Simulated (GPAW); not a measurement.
# MgI2 (P-3m1): refractive index against wavelength

The refractive index of MgI2 (P-3m1) along x below the direct gap (3.38 eV on the mesh) is read from one computed spectrum, n = √(Re ε). x, y and z are the Cartesian axes of the input cell.

Cell: a, b, c = 4.140, 4.140, 6.880 Å (primitive vectors), 3 atoms.

Method: GPAW 26.7.0, LDA, RPA, k-mesh 12×12×6, local fields up to 30 eV, Lorentzian half width 0.1 eV.

Launch of the response step: `OMP_NUM_THREADS=1 python df.py`. The run took 4.3 min, its band step included, on 1 thread of Arm Neoverse V2, with other jobs on the host.

```tsv
wavelength (nm)	photon energy E (eV)	n
1550	0.800	2.1068
1310	0.946	2.1125
1064	1.165	2.1231
850	1.459	2.1414
700	1.771	2.1668
633	1.959	?
532	2.331	2.2326
```

In the single-oscillator model n² − 1 = E₀E_d/(E₀² − E²), so 1/(n² − 1) = E₀/E_d − E²/(E₀E_d) is linear in E².

Working, on the rows shown:

| x = E² (eV²) | y = 1/(n² − 1) |
| --- | --- |
| 0.639837 | 0.290816 |
| 0.895757 | 0.288796 |
| 1.35784 | 0.285099 |
| 2.12762 | 0.278894 |
| 3.13716 | 0.270634 |
| 5.43137 | 0.250972 |

Means: x̄ = 2.2649, ȳ = 0.27754. Σ(x − x̄)(y − ȳ) = -0.1342, Σ(x − x̄)² = 16.14. Slope = -0.1342 / 16.14 = -0.008311; intercept = ȳ − slope · x̄ = 0.29636. Turned back into n, the line misses the rows shown by at most 0.0011.

Question: Predict the last column of the withheld row from the fit.

Answer: At x = 3.8364 the line gives y = 0.26447, that is 2.1866. The run gave 2.1856, so the interpolation is off by 0.00097, 0.8 % of the range in the table.

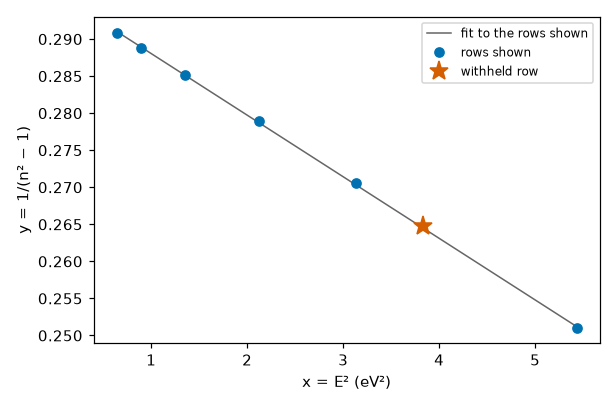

Refitted with all rows, the slope is -0.008289 and the intercept 0.29635. These give E₀ = √(intercept/−slope) = 5.98 eV and E_d = E₀/intercept = 20.2 eV; E₀ is 1.8 times the direct gap. The electronic limit at long wavelengths, without lattice vibrations, is n = √(1 + 1/intercept) = 2.092. The cell comes from an older database entry, whose edges can be off by a per cent or so. Excitons are left out; LDA gaps are as a rule too small. The values come from a sum over the points of one k-mesh and carry its error, which grows as the direct gap shrinks. Spin-orbit coupling is left out.

[Logs are printed without paths, hosts, clocks, repeated set-up lines and the standing remarks that a program may print on its own settings, such as how far it seeks lower states.]
